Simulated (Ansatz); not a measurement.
# How many bands does the GW gap of SnSe2 (1T monolayer) need?

Aim: see how the G0W0 gap of SnSe2 (1T monolayer) on PBEsol moves with empty bands and screening cutoff, and what each rung costs.

Program: Ansatz 0.2.0. Level of theory: G0W0 on PBEsol, plane waves, PAW; PAW set soft_1. Results are calculated unless marked as measured.

## 1. The structure

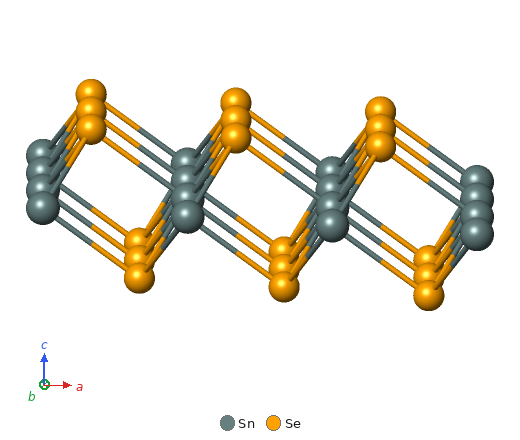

Start, viewed nearly edge on; tin teal, selenium orange. 3×3×1 cells are drawn. Some periodic images of atoms are drawn too.

The cell holds 3 atoms: 1 Sn and 2 Se. Its edges and angles: a = 3.773 Å, b = 3.773 Å, c = 29.600 Å, α = 90.0°, β = 90.0°, γ = 120.0°. Vacuum lies along c.

The structure was relaxed with PBEsol-D3(BJ). The runs that relaxed it are not among those shown. The Coulomb interaction is cut off across the vacuum.

## 2. 217 empty bands, screening to 41 eV

Now the one-shot GW correction: screening in the RPA, then the self-energy of the levels asked for. This step takes PAW set soft_1 files.

input.yaml

```yaml
crystal:
  lattice:
    - [3.7734635746, 0.0, 0.0]
    - [-1.8867317873, 3.2679153158, 0.0]
    - [0.0, 0.0, 29.6]
  atoms:
    - { symbol: Sn, position: [0.0, 0.0, 0.5] }
    - { symbol: Se, position: [0.3333333333, 0.6666666667, 0.5537491914] }
    - { symbol: Se, position: [0.6666666667, 0.3333333333, 0.4462508086] }
  periodic: [true, true, false]
kpoints:
  mp_grid: { grid: [6, 6, 1] }
hamiltonian:
  xc: pbesol
  pseudopotentials: { kind: paw, azcp: { folder: soft_1 }, xc_functional: pbe }
scf:
  occupations: { method: fixed }
gw:
  n_empty_bands: 217
  ecut_chi: 41
  qp_bands: [v2, c2]
  qp_kpoints: band_edges
  screening: { model: contour_deformation }
```

Command:

```bash
$ ansatz run input.yaml --threads 8 --pin off --max-ram 17510MiB --backend cpu --events-out ev --progress --plain --runs-dir out
```

Numbers of over 12 decimals in the logs are rounded to 6 here.

The program printed:

```text
Engine: ansatz 0.2.0, aarch64-unknown-linux-gnu
Pseudopotentials: kind: paw
Pseudopotential: Sn, paw, valence charge 14, recommended cutoff 420 eV (normal), soft_1/Sn.paw.azcp
Pseudopotential: Se, paw, valence charge 16, recommended cutoff 420 eV (normal), soft_1/Se.paw.azcp
Functional definition: PBEsol
  exchange = pbesol_x
  correlation = pbesol_c
Crystal: 3 atoms, lattice volume = 365.008 Å³
Basis set: ecut = 420 eV, 7167 PW (Γ)
Bands: 28, of which v1, the nominal top of the filled ones, is band 23 counted from 1 (22 counted from 0)
Symmetry: 12 space group operations
Space group: P-3m1 (ITA 164), of the structure as read, at distance tolerance 7.1e-5 Å
k-points: 7 of 36
Non-local potential: Sn, projectors of the file, l = 0: 2, l = 1: 2, l = 2: 2, l = 3: 1
Non-local potential: Se, projectors of the file, l = 0: 2, l = 1: 2, l = 2: 3, l = 3: 1
PAW form: soft (Blöchl's): semilocal exchange-correlation on the pseudo side does not see the compensation charge
PAW frozen core: Sn, regenerated for the run's functional, and the local potential with it (the file was generated under x = pbe(κ = 0.804, μ = 0.219515), c = pbe(β = 0.066725))
PAW frozen core: Se, regenerated for the run's functional, and the local potential with it (the file was generated under x = pbe(κ = 0.804, μ = 0.219515), c = pbe(β = 0.066725))
PAW one-centre angular grid: Sn, 590 points (default); XC on 64 Gauss nodes
PAW one-centre angular grid: Se, 590 points (default); XC on 64 Gauss nodes
Initial density: superposition of atomic densities (neutral atoms: chi_scale 0, normalization atom)
Initial wavefunctions: pseudopotential atomic-orbital guess
Functional: x = pbesol(κ = 0.804, μ = 0.123457), c = pbesol(β = 0.046)
iter 1 solved again at ethr=2.05e-3 eV; its pass at ethr=3.10e-3 eV (dr2=9.41e-1 eV) is discarded
SCF iter   1: F=—  HF=-16799.521575 eV  |F-HF|=—  |Δ(HF+E_count)|=         —  Δρ=1.35e-2  dr2=9.38e-1  ethr=2.05e-3  ⟨swp⟩=1.6  Hψ=1114  notcnv=0  defer=18
preconditioner: auto → Resta (q_TF=auto, 1.932 Å⁻¹)  ε∞=1.4  [insulator: Δε(μ)=1.063 eV  Ē_g=15.881 eV  n_scr=24 (ndim 8)  ℏωp=9.9 eV  f_vac=0.764  ε∞_Penn≈1.4  vacuum switching on, ρ_ref=1.8e-2 e/Å³]
SCF iter   2: F=—  HF=-16799.254827 eV  |F-HF|=—  |Δ(HF+E_count)|=   2.67e-1  Δρ=5.79e-3  dr2=1.29e-1  ethr=2.04e-3  ⟨swp⟩=4.6  Hψ=363  notcnv=0  defer=20
SCF iter   3: F=—  HF=-16799.236320 eV  |F-HF|=—  |Δ(HF+E_count)|=   1.85e-2  Δρ=2.90e-3  dr2=3.32e-2  ethr=2.81e-4  ⟨swp⟩=3.7  Hψ=357  notcnv=0  defer=20
SCF iter   4: F=—  HF=-16799.231374 eV  |F-HF|=—  |Δ(HF+E_count)|=   4.95e-3  Δρ=8.36e-4  dr2=2.18e-3  ethr=7.23e-5  ⟨swp⟩=3.4  Hψ=307  notcnv=0  defer=20
SCF iter   5: F=—  HF=-16799.231441 eV  |F-HF|=—  |Δ(HF+E_count)|=   6.67e-5  Δρ=1.55e-4  dr2=4.00e-5  ethr=4.75e-6  ⟨swp⟩=2.9  Hψ=320  notcnv=0  defer=20
SCF iter   6: F=—  HF=-16799.231448 eV  |F-HF|=—  |Δ(HF+E_count)|=   7.05e-6  Δρ=4.45e-5  dr2=7.77e-6  ethr=8.69e-8  ⟨swp⟩=3.0  Hψ=431  notcnv=0  defer=20
SCF iter   7: F=—  HF=-16799.231443 eV  |F-HF|=—  |Δ(HF+E_count)|=   5.14e-6  Δρ=8.18e-6  dr2=1.43e-7  ethr=1.69e-8  ⟨swp⟩=3.0  Hψ=382  notcnv=0  defer=20
SCF iter   8: F=-16799.231443 eV  HF=-16799.231443 eV  |F-HF|=1.23e-8  |Δ(HF+E_count)|=   5.99e-8  Δρ=2.05e-6  dr2=8.32e-9  ethr=2.17e-10  ⟨swp⟩=20.6  Hψ=1264  notcnv=0
SCF 1 converged in 8 iterations: F = -16799.231443 eV  dr2 = 8.32e-9
  greatest PAW one-centre occupation: 1.000 electrons in one spin orbital (limit 2), on the Se atom at site 2 (counted from 0), in its partial waves of l = 2
NSCF: frozen V_eff on 7 k-points
G₀W₀ screening: q 1/7
[... further progress lines ...]
SCF converged after 8 iterations
Free energy (F): -16799.231443 eV
Harris-Foulkes:  -16799.231443 eV  (|F-HF|=1.23e-8)
Internal energy: -16799.231443 eV  (E = F + TS)
E sigma→0 (E₀):  -16799.231443 eV
Fermi energy:    -5.928021 eV
--- Per-component energies (eV) ---
  E_band       = -1500.663727
  E_kinetic    = 390.982668
  E_local      = -96015.227060  (includes V_loc(G=0)·N_el)
  E_nonlocal   = -558.426461
  E_hartree    = 47823.918456
  E_xc         = -293.266211
  E_vxc        = -260.405997  (∫ρ·V_xc dr)
  E_paw        = -8470.759256  (= ΣΔE_a)
  E_vpaw       = -705.416194  (= ΣTr[D̂ρ^β])
  E_aug_tail   = -0.000481  (compensation charges beyond the density's cutoff)
  E_ewald      = 40321.245159
  E_core_change = 2.301743  (= ΣΔE_core)
  E_smearing   = -0.000000  (= −TS)
  E_closure    = 0.000000  (closes the sum)
  Σ components = -16799.231443   (vs F -16799.231443, Δ=0.00e0)
--- Band table (eV; the first three rows and the last of 7) ---
  k-point 0: bands = [... 19 lower, -6.3910, -6.3910, -5.9797, -5.9797, -4.2257, -2.8326, -1.2697, -1.2697, ... 1 higher]
  k-point 1: bands = [... 19 lower, -7.2801, -7.0883, -7.0075, -5.9280, -3.5782, -2.0588, -0.9298 (-0.9298°), -0.6963, ... 1 higher]
  k-point 2: bands = [... 19 lower, -8.3631, -7.9109, -6.7831, -6.1634, -4.6442, -1.7766, -0.6298, -0.1618, ... 1 higher]
  k-point 6: bands = [... 19 lower, -9.7811, -9.4108, -6.9067, -6.9067, -4.1227, -0.7469, -0.7469, 0.7409, ... 1 higher]
  ° read free of the cell's end (the report's vacuum.weakly_bound_levels)
--- G₀W₀: contour deformation, 7 samples at zero and on the imaginary axis and 3 off it, 36 q-points, 217 empty bands' worth ---
  eigenvalues of the whole cell's RPA ε∞ on this k-mesh (on a slab, of 1 + 4πα/V) = 1.1714, 3.4345, 3.4345; static W/v taken at q = 0 is 0.498785
  gw.qp_kpoints: band_edges: 6 of 7 stored k-points solved, in 1 pass; an edge of the gap read off the rows below is read off those points alone
    valence top: of the k-points left out ik 5 came nearest to being solved in a further pass, in band 23 (counted from 1, as in the quasiparticle table): it holds the edge there only if its correction is more favourable than any solved in that band by at least 0.633 eV; those differ by 0.142 eV
    conduction bottom: of the k-points left out ik 5 came nearest to being solved in a further pass, in band 24 (counted from 1, as in the quasiparticle table): it holds the edge there only if its correction is more favourable than any solved in that band by at least 0.944 eV; those differ by 0.147 eV
    ik  band        ε_KS         Σx   Σc(E_QP)       V_xc       Z   E_QP_lin       E_QP  E_QP is
     0    22     -5.9797   -17.6230     1.7660   -15.7319  0.7243    -6.1053    -6.1048  root
     0    23     -5.9797   -17.6230     1.7660   -15.7319  0.7243    -6.1053    -6.1048  root
     0    24     -4.2257   -11.1161    -2.6523   -14.6561  0.7607    -3.3088    -3.3380  root
     0    25     -2.8326    -8.3155    -3.5133   -12.6784  0.7660    -1.9592    -1.9830  root
     1    22     -7.0075   -16.4757     2.2534   -13.9171  0.7034    -7.3190    -7.3127  root
     1    23     -5.9280   -17.5856     1.7877   -15.6659  0.7253    -6.0606    -6.0600  root
     1    24     -3.5782   -11.7257    -2.8941   -15.5770  0.7351    -2.5833    -2.6211  root
     1    25     -2.0588    -7.8939    -3.4699   -12.1723  0.7696    -1.2240    -1.2503  root
     2    22     -6.7831   -16.9624     2.2580   -14.4133  0.7076    -7.0781    -7.0742  root
     2    23     -6.1634   -17.4824     1.8842   -15.4303  0.7201    -6.3323    -6.3313  root
     2    24     -4.6442   -10.6444    -2.7104   -14.2153  0.7480    -3.7574    -3.7838  root
     2    25     -1.7766    -7.9612    -3.5551   -12.3280  0.7605    -0.9441    -0.9649  root
     3    22     -6.7735   -16.9192     2.1797   -14.4582  0.7054    -7.0562    -7.0547  root
     3    23     -6.2969   -17.4552     1.9390   -15.3339  0.7159    -6.4805    -6.4791  root
     3    24     -5.1889   -10.7168    -2.4705   -13.9990  0.7496    -4.3587    -4.3772  root
     3    25     -1.9053    -7.8185    -3.5707   -12.1870  0.7707    -1.0766    -1.1075  root
     4    22     -6.9578   -16.5323     2.0102   -14.2975  0.7026    -7.1856    -7.1824  root
     4    23     -6.4997   -17.0261     2.0985   -14.6716  0.7153    -6.7576    -6.7556  root
     4    24     -3.6581   -11.8590    -2.9102   -15.7277  0.7295    -2.6544    -2.6996  root
     4    25     -1.2274    -7.8091    -3.7264   -12.3763  0.7559    -0.3523    -0.3866  root
     6    22     -6.9067   -16.8874     2.2300   -14.3898  0.7004    -7.1790    -7.1742  root
     6    23     -6.9067   -16.8874     2.2300   -14.3898  0.7004    -7.1790    -7.1742  root
     6    24     -4.1227   -11.0006    -2.8249   -14.7254  0.7367    -3.1890    -3.2228  root
     6    25     -0.7469    -7.9369    -3.7745   -12.5443  0.7504     0.1245     0.0861  root
```

Elapsed: 27 s, on 8 threads of Arm Neoverse V1, shared host; peak memory 2.1 GiB.

This step gave:

```yaml
bands_summed: 240
plane_waves_in_the_screening_matrix: 181
q_points_in_the_mesh: 36
g0w0_gap_on_the_mesh: 1.683 eV
k_of_the_valence_top: 0, 0.1667, 0
k_of_the_conduction_bottom: 0, -0.5, 0
starting_gap_on_the_mesh: 0.7391 eV
z_at_the_valence_top: 0.7253
z_at_the_conduction_bottom: 0.7496
least_direct_g0w0_gap_on_the_computed_points: 2.102 eV
```

The gap on the mesh goes from 0.74 eV to 1.68 eV, a correction of +0.94 eV. Between the two edge states, bare exchange in place of the xc potential would open the gap by 5.20 eV, and correlation takes back 4.26 eV.

## 3. 538 empty bands, screening to 75 eV

Another rung: the empty bands reach about as high as the screening cutoff, so the two stay in balance.

Changes to input.yaml since step 2:

```diff
@@ -17,5 +17,6 @@
   occupations: { method: fixed }
+  convergence: { dr2_threshold: 1.0e-10 }
 gw:
-  n_empty_bands: 217
-  ecut_chi: 41
+  n_empty_bands: 538
+  ecut_chi: 75.0
   qp_bands: [v2, c2]
```

The program printed:

```text
[...]
Crystal: 3 atoms, lattice volume = 365.008 Å³
Basis set: ecut = 420 eV, 7167 PW (Γ)
Bands: 28, of which v1, the nominal top of the filled ones, is band 23 counted from 1 (22 counted from 0)
[... 1 set-up line as in the run before ...]
[...]
k-points: 7 of 36
[...]
SCF iter  10: F=-16799.231443 eV  HF=-16799.231443 eV  |F-HF|=2.55e-11  |Δ(HF+E_count)|=  3.49e-10  Δρ=1.02e-7  dr2=3.67e-11  ethr=1.00e-12  ⟨swp⟩=20.7  Hψ=1201  notcnv=0
SCF 1 converged in 10 iterations: F = -16799.231443 eV  dr2 = 3.67e-11
[...]
NSCF: frozen V_eff on 7 k-points
G₀W₀ screening: q 1/7
[... further progress lines ...]
SCF converged after 10 iterations
Free energy (F): -16799.231443 eV
[...]
Internal energy: -16799.231443 eV  (E = F + TS)
E sigma→0 (E₀):  -16799.231443 eV
Fermi energy:    -5.927995 eV
[...]
--- Band table (eV; the first three rows and the last of 7) ---
  k-point 0: bands = [... 19 lower, -6.3909, -6.3909, -5.9796, -5.9796, -4.2257, -2.8325, -1.2697, -1.2697, ... 1 higher]
  k-point 1: bands = [... 19 lower, -7.2801, -7.0883, -7.0074, -5.9280, -3.5782, -2.0587, -0.9298 (-0.9298°), -0.6963, ... 1 higher]
  k-point 2: bands = [... 19 lower, -8.3631, -7.9109, -6.7831, -6.1634, -4.6442, -1.7765, -0.6298, -0.1618, ... 1 higher]
  k-point 6: bands = [... 19 lower, -9.7811, -9.4108, -6.9066, -6.9066, -4.1227, -0.7469, -0.7469, 0.7409, ... 1 higher]
  ° read free of the cell's end (the report's vacuum.weakly_bound_levels)
[...]
0    22     -5.9796   -17.6230     1.4746   -15.7319  0.7179    -6.4026    -6.3961  root
     0    23     -5.9796   -17.6230     1.4746   -15.7319  0.7179    -6.4026    -6.3961  root
     0    24     -4.2257   -11.1161    -2.9147   -14.6561  0.7569    -3.5872    -3.6004  root
     0    25     -2.8325    -8.3155    -3.7246   -12.6783  0.7656    -2.1807    -2.1944  root
     1    22     -7.0074   -16.4757     2.0202   -13.9171  0.6989    -7.5631    -7.5459  root
     1    23     -5.9280   -17.5856     1.4916   -15.6658  0.7190    -6.3626    -6.3561  root
     1    24     -3.5782   -11.7257    -3.1975   -15.5770  0.7301    -2.9093    -2.9245  root
     1    25     -2.0587    -7.8939    -3.6849   -12.1722  0.7689    -1.4527    -1.4654  root
[...]
6    22     -6.9066   -16.8874     1.9831   -14.3898  0.6953    -7.4320    -7.4211  root
     6    23     -6.9066   -16.8874     1.9831   -14.3898  0.6953    -7.4320    -7.4211  root
     6    24     -4.1227   -11.0006    -3.1065   -14.7254  0.7325    -3.4905    -3.5044  root
     6    25     -0.7469    -7.9368    -4.0030   -12.5443  0.7465    -0.1240    -0.1424  root
```

Run time: 2.4 min. Hardware: 8 threads; peak memory 5.7 GiB; 18 min of CPU time.

This step gave:

```yaml
bands_summed: 561
plane_waves_in_the_screening_matrix: 551
q_points_in_the_mesh: 36
g0w0_gap_on_the_mesh: 1.715 eV
k_of_the_valence_top: 0, 0.1667, 0
k_of_the_conduction_bottom: 0, -0.5, 0
starting_gap_on_the_mesh: 0.7391 eV
z_at_the_valence_top: 0.7190
z_at_the_conduction_bottom: 0.7460
least_direct_g0w0_gap_on_the_computed_points: 2.113 eV
```

Against the run with 6×6×1 mesh, 217 empty bands, screening to 41 eV, PAW set soft_1 files, the gap moves by +0.03 eV.

## 4. Side by side

Times are wall times on 8 threads of Arm Neoverse V1, shared host, good to a factor of about two.

```
 mesh           files            frequency  bands summed  cutoff (eV)  start (eV)  G0W0 (eV)     time  host memory (GiB)
6×6×1  PAW set soft_1  contour deformation           240           41       0.739      1.683     27 s                2.1
6×6×1  PAW set soft_1  contour deformation           561           75       0.739      1.715  2.4 min                5.7
```

How the two edges are built up, in eV (the quasiparticle level is the starting level plus Σx plus Σc less Vxc):

```
      run               edge  start      Σx     Σc     Vxc     Z     QP
240 bands        valence top  -5.93  -17.59   1.79  -15.67  0.73  -6.06
240 bands  conduction bottom  -5.19  -10.72  -2.47  -14.00  0.75  -4.38
561 bands        valence top  -5.93  -17.59   1.49  -15.67  0.72  -6.36
561 bands  conduction bottom  -5.19  -10.72  -2.73  -14.00  0.75  -4.64
```

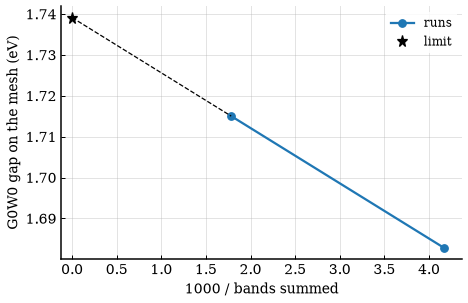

The gap against one over the number of bands; the dashed line carries the two highest rungs to the limit.

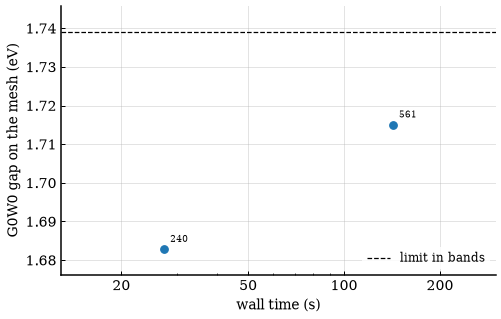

Result against wall time.

## 5. Results

| Item | Value |
| --- | --- |
| 240 bands, 41 eV | 1.683 eV |
| 561 bands, 75 eV | 1.715 eV |
| estimated limit in bands and cutoff | 1.74 eV |
| mesh and start | 6×6×1, PBEsol |

What this shows: A line in one over the bands through the two rungs gives 1.74 eV, +0.02 eV from the top rung; with two points alone it is an unchecked estimate. The rungs stand 0.06 eV (240 bands) and 0.02 eV (561 bands) from it. From 240 to 561 bands the gap moves by +0.03 eV while the time grows 5.2-fold. Σc changes by −0.30 eV at the valence top and −0.26 eV at the conduction bottom, so the levels themselves move more than the gap between them. The mesh in the plane is coarse for a sheet; gap and any exciton binding can still move on denser ones. The many-body steps are scalar-relativistic: spin-orbit coupling is not in them.

[Paths, hosts, dates, memory and timing lines, banners, echoed tables and standing remarks are left out of the program output.]

[Logs are printed without paths, hosts, clocks, repeated set-up lines and the standing remarks that a program may print on its own settings, such as how far it seeks lower states.]

[Runs of the session that timed out or met a known fault of the program may be left out.]

[Cells called generated may have been cut or substituted from an entry of the Crystallography Open Database or the Materials Project.]

[Hosts, paths, dates, database ids (printed as entryN), source tags and the programs' standing remarks are cut or masked in the printed files.]
